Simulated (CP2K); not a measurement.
Band structure of NaCl (Fm-3m, 2 atoms in the cell).

```
NaCl
1.0
    3.98808     0.00000     0.00000
    1.99404     3.45378     0.00000
    1.99404     1.15126     3.25626
Na Cl
1 1
Direct
  0.00000   0.00000   0.00000
  0.50000   0.50000   0.50000
```

Computed with PBE, GPW, DZVP-MOLOPT-SR-GTH basis, GTH-PBE potentials (GTH_POTENTIALS) in CP2K 2026.2.

Settings: CUTOFF = 950 Ry; REL_CUTOFF = 60 Ry; SMEAR/METHOD = FERMI_DIRAC; ELECTRONIC_TEMPERATURE = 232.09 K; KPOINTS/SCHEME = MONKHORST-PACK 10 10 10; GAMMA_CENTERED = T; XC_FUNCTIONAL = PBE; Na/BASIS_SET = DZVP-MOLOPT-SR-GTH; Na/POTENTIAL = GTH-PBE-q9; Cl/BASIS_SET = DZVP-MOLOPT-SR-GTH; Cl/POTENTIAL = GTH-PBE-q7; METHOD = GPW; EPS_DEFAULT = 1e-10; EXTRAPOLATION = USE_GUESS.

The starting cell has typed, rounded lattice constants, without a prior relaxation at this level. Values carry the incompleteness of an atom-centred basis.

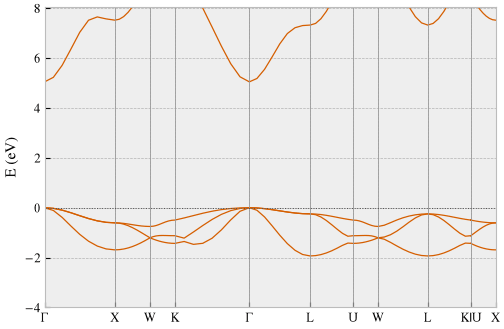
Figure: Bands along the path, energies from the top of the valence band on the SCF mesh.

Read off roughly the gap and where its edges lie.

The gap along the path is about 5.0 eV (computed: 5.05 eV), direct at Γ to within 0.01 eV.

Levels in eV from the top of the valence band on the SCF mesh, bands 5 to 9:
```
point       5      6      7      8     9
-----  ------  -----  -----  -----  ----
Γ      -12.62   0.00   0.00   0.00  5.05
X      -12.23  -1.69  -0.61  -0.61  7.52
W      -12.22  -1.21  -1.21  -0.75  8.87
K      -12.23  -1.43  -1.12  -0.50  8.49
L      -12.29  -1.93  -0.25  -0.25  7.32
U      -12.23  -1.43  -1.12  -0.50  8.49
```

Higher empty bands are left out: an atom-centred basis made for the valence describes them poorly.
